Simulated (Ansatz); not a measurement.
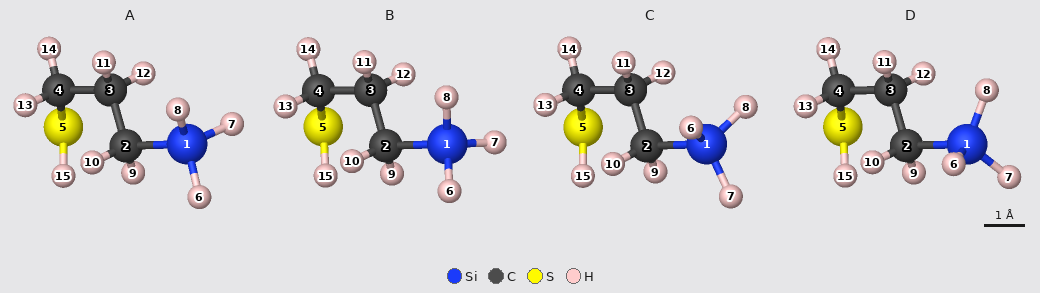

4 geometries from a converged minimum-energy path of C3H10SSi, shuffled. A ball-and-stick model, seen from a free direction.

Method: RKS PBE0-D4/STO-3G (Ansatz 0.2.0). Run with 5 movable images; climbing image; force threshold 0.05 eV/Å; iteration limit 60; starting path through a guess of the saddle point.

Q: Which frame is the transition state?

A: D. In order along the path, whose images run from 0 to 6: A (image 0, 0.000 eV), B (image 1, +0.014 eV), D (image 3, +0.059 eV), C (image 5, +0.014 eV). The motion is a rotation about the Si1–C2 bond by about 120°. No bond forms or breaks between the ends.

Limits of the set-up: STO-3G is a minimal basis, so the numbers are rough.
